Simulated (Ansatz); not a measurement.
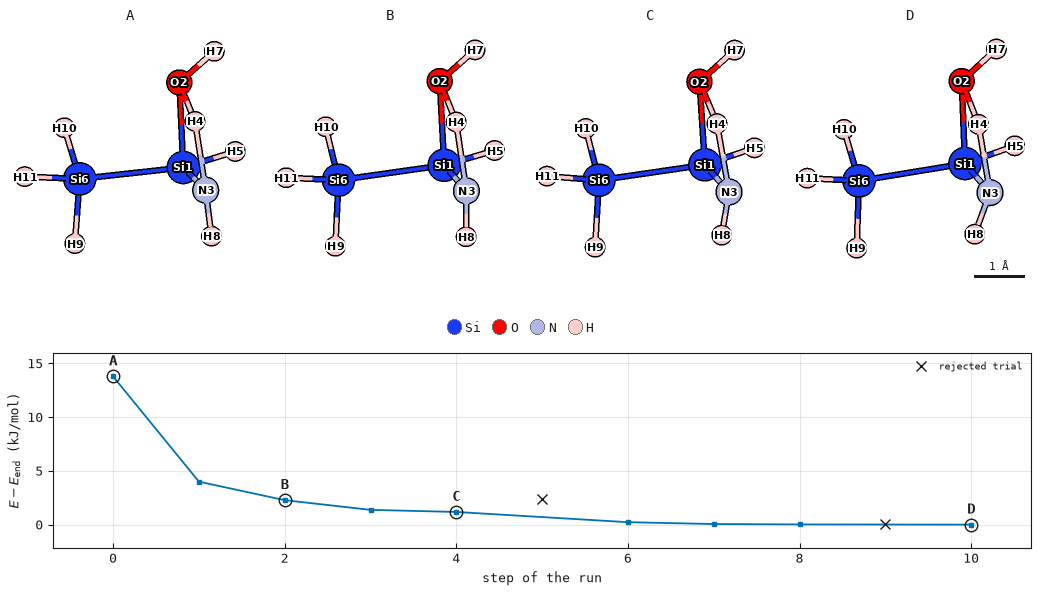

Frames of a constrained relaxation of Si2NH7O, marked on the history of the run. The picture is a ball-and-stick view, seen from a free direction.

The reaction that was planned forms O2–H4 and breaks Si1–O2, N3–H4 (atoms numbered from 1 in input order).

Computed with RKS PBE0-D4/def2-SVP in Ansatz 0.2.0.

Input
```yaml
crystal:
  periodic: [false, false, false]
  atoms:
    - {symbol: Si, position_ang: [0.268000, 0.344300, -0.519700]}
    - {symbol: O, position_ang: [-0.311000, 1.492100, 0.932500]}
    - {symbol: N, position_ang: [1.728400, 0.780600, 0.127400]}
    - {symbol: H, position_ang: [0.851800, 1.466600, 0.994300]}
    - {symbol: H, position_ang: [-0.281700, 1.112700, -1.659800]}
    - {symbol: Si, position_ang: [-0.865900, -1.625500, -0.176700]}
    - {symbol: H, position_ang: [-0.634800, 2.362900, 0.697800]}
    - {symbol: H, position_ang: [2.648400, 0.420100, -0.066300]}
    - {symbol: H, position_ang: [-0.465900, -2.619200, -1.185700]}
    - {symbol: H, position_ang: [-2.328000, -1.499700, -0.275900]}
    - {symbol: H, position_ang: [-0.609400, -2.235000, 1.132200]}
basis:
  gaussian: {orbitals: def2-SVP}
hamiltonian: {xc: pbe0, dispersion: d4}
relax: {f_tol: 0.04, max_steps: 150, escape_saddle: false, constraints: [{distance: [1, 3]}, {distance: [0, 1]}, {distance: [2, 3]}]}
```

Command:
```bash
ansatz run in.yaml --threads 4 --pin off --events-out ev --progress --plain --max-ram 9574MiB
```

Question: What happens along the run?

Answer: The energy falls by 13.8 kJ/mol in 8 accepted moves (10 points after the start). The largest force component goes from 0.79 to 0.0049 eV/Å. The line search rejected the trial steps at points 5, 9 of the run. The atom that moves furthest after the best rigid fit is H8 (0.34 Å). Largest moves by element: H 0.34 Å, N 0.13 Å, Si 0.09 Å, O 0.09 Å. Some distances before and after: Si1–Si6 2.299 → 2.352 Å, Si6–H11 1.466 → 1.494 Å, Si6–H10 1.471 → 1.496 Å, Si1–H5 1.481 → 1.500 Å. Bond angles that change, for instance: Si1–Si6–H11 113.8° → 109.4°, O2–Si1–Si6 104.4° → 107.8°, Si1–O2–H4 74.3° → 70.8°. From step 0 to 2: H8 moves most (0.11 Å), energy −11.5 kJ/mol. From step 2 to 4: H8 moves most (0.09 Å), energy −1.10 kJ/mol. From step 4 to 10: H8 moves most (0.14 Å), energy −1.18 kJ/mol.
